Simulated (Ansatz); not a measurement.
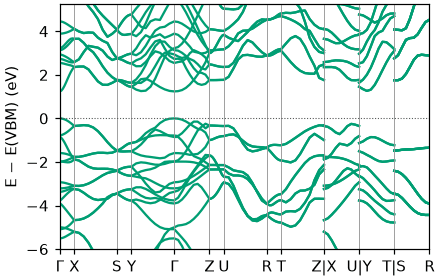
Fig. 1. Band structure from PBE (plane waves, PAW; program Ansatz)

Problem. Read off the gap and where the band edges lie.

Solution. About 1.2 eV (1.24 eV by a search for the band edges); maximum at Γ, minimum at Γ.

The material is GeS in space group Pnma (No. 62; Ge on 4c, S on 4c).

The cell was relaxed with PBE under the symmetry of its start. A crystal of weakly bound layers computed without a dispersion correction: the cell and the soft elastic constants depend strongly on that. Scalar-relativistic: spin–orbit coupling is off unless named, which matters more the heavier the elements.

Potentials: the earlier of the program's two PAW sets.
